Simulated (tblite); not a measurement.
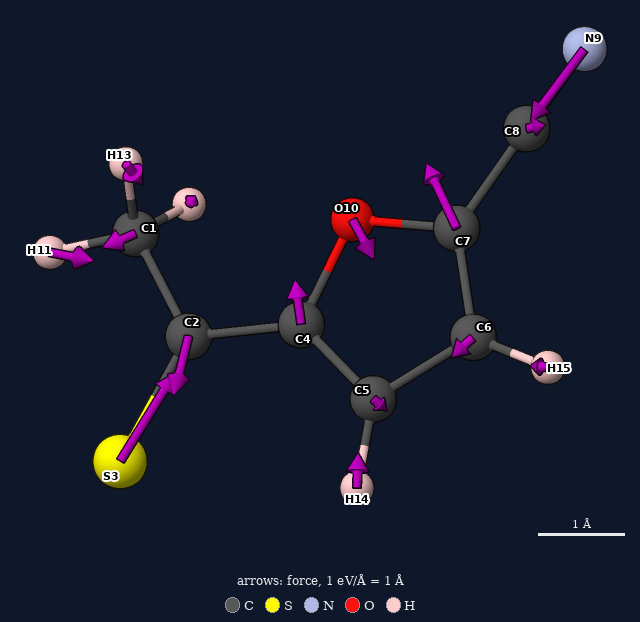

Starting geometry of C7H5NOS with the computed forces as purple arrows. Style: ball-and-stick. Shown at a tilt.

Computed with GFN2-xTB geometry optimisation, gas phase (tblite 0.8.0). 

> Is this structure relaxed? If not, where do the atoms go?

It isn't relaxed: the largest force vector, on the S atom, is 1.23 eV/Å. The final displacements follow the starting forces only in part (cosine between the two patterns 0.40). Over 36 geometry steps the energy falls by 0.104 eV. The largest move after the best rigid fit is that of the N atom, 0.11 Å. Largest moves by element: N 0.11 Å, H 0.08 Å, S 0.08 Å, C 0.05 Å, O 0.04 Å. Among the contacts that change: C–S 1.672 → 1.638 Å, C–C 1.426 → 1.403 Å, C–C 1.451 → 1.431 Å, C–H 1.106 → 1.086 Å. Among the angles between lasting bonds that change: C–C–C 131.9° → 128.9°, C–C–C 133.6° → 130.7°, C–C–O 117.8° → 120.6°.
